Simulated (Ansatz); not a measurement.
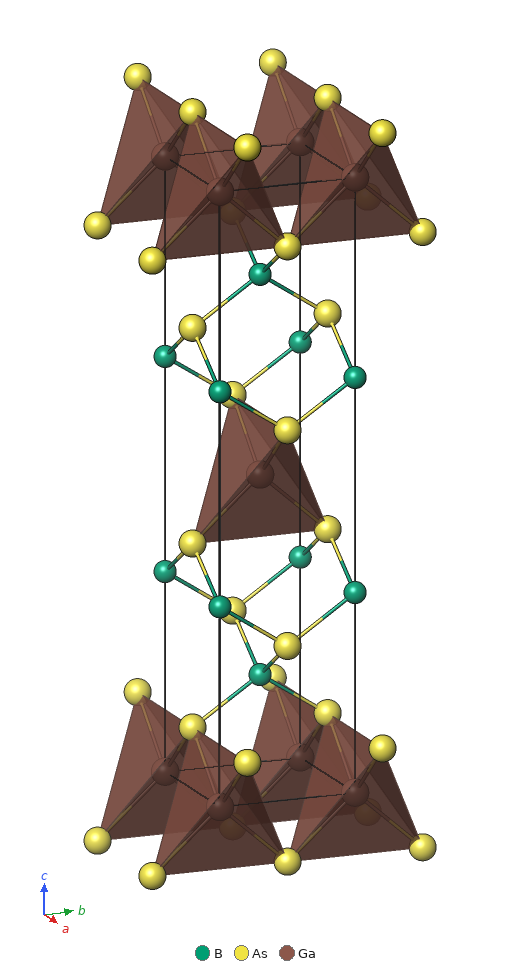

View slightly off an axis, drawn as a polyhedral model. The frame is the conventional unit cell; atoms at its boundary are shown with their periodic copies. Some atoms of the next cells are drawn as well.

GaB2As3, space group I-4m2 (No. 119), a = 3.560 Å, b = 3.560 Å, c = 15.562 Å, α = 90.00°, β = 90.00°, γ = 90.00°. It derives from a structure type filled with these elements by a generator (whether the compound takes this form wasn't checked). Earlier steps of the study, as a rule a relaxation of our own, may have changed the cell and positions, so they can lie some per cent off the listed ones. An electronic-structure calculation with Ansatz was run on it.

This one geometry was computed with Ansatz (DFT, plane waves, PAW) at three levels of theory: PBE with spin-orbit coupling, PBE and r2SCAN. It was relaxed beforehand with r2SCAN.

Q: Which level gives the highest pressure at this volume, and what does that say about its equilibrium volume?

A: Highest: PBE with spin-orbit coupling (2.4 GPa) and PBE (2.4 GPa), which points to the largest equilibrium volume. Lowest, with the smallest volume: r2SCAN (0.0 GPa). Levels within 0.5 GPa of each other can't be told apart.

Q: How does the band gap change with the level of theory?

A: PBE with spin-orbit coupling: a gap of 0.43 eV, direct; PBE: a gap of 0.52 eV, direct; r2SCAN: a gap of 0.75 eV, direct.

Q: Collect the results in a table.

A:
| level | cutoff (eV) | k-mesh of the run's cell | gap (eV) | pressure (GPa) |
| --- | --- | --- | --- | --- |
| PBE with spin-orbit coupling | 420 | 10×10×10 | 0.43 | 2.4 |
| PBE | 420 | 10×10×10 | 0.52 | 2.4 |
| r2SCAN | 500 | 10×10×10 | 0.75 | 0.0 |

Gaps are taken on the k-mesh or band path of each run.
